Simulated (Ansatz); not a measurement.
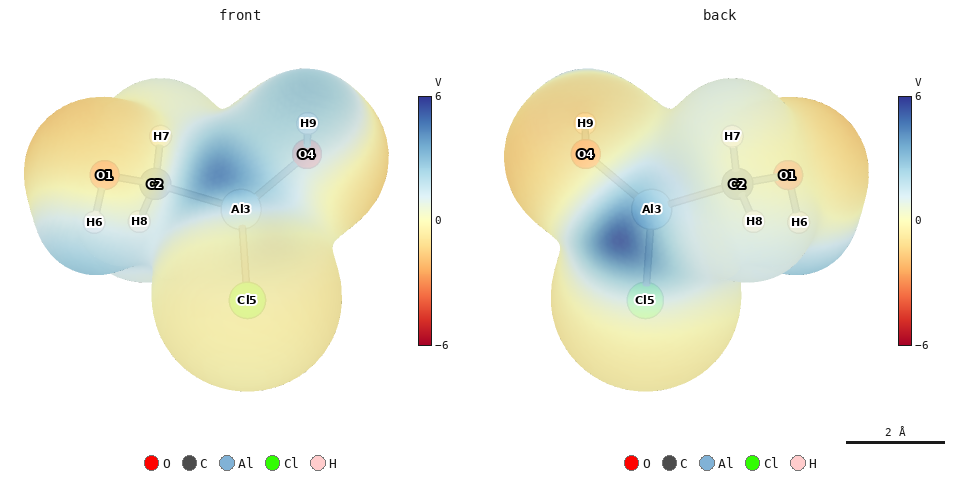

Figure. CH$_{4}$AlClO$_{2}$ (SMILES O[CH2][Al]([OH])[Cl]). The molecular electrostatic potential painted on the density surface at 0.002 e/bohr³, seen from the front and from behind; the colour scale runs from red (negative) to blue (positive).

Level of theory: Ansatz, SCF lc_wpbe, Gaussian basis.

Input

```
crystal:
  periodic: [false, false, false]
  atoms:
    - { symbol: O, position_ang: [1.9197, 0.0055, -0.1494] }
    - { symbol: C, position_ang: [0.7089, -0.6879, -0.4377] }
    - { symbol: Al, position_ang: [-0.9453, 0.3563, 0.0707] }
    - { symbol: O, position_ang: [-1.9769, -0.2922, 1.3601] }
    - { symbol: Cl, position_ang: [-1.3242, 2.2979, -0.8863] }
    - { symbol: H, position_ang: [1.941, 0.7576, -0.8715] }
    - { symbol: H, position_ang: [0.7558, -1.6197, 0.161] }
    - { symbol: H, position_ang: [0.7007, -0.9336, -1.5228] }
    - { symbol: H, position_ang: [-1.6913, 0.0698, 2.2587] }
basis:
  gaussian:
    orbitals: def2-TZVP
hamiltonian:
  xc: lc_wpbe
output:
  orbitals: {}
```

Command:

```sh
python energy.py --basis def2-TZVP --functional lc_wpbe
```

> Where is the surface potential most negative and most positive?

The most negative region (about −1.4 V, or −32 kcal/mol for a unit charge) lies over O1 and O4, the most positive (about +4.9 V, or +113 kcal/mol for a unit charge) over Al3.
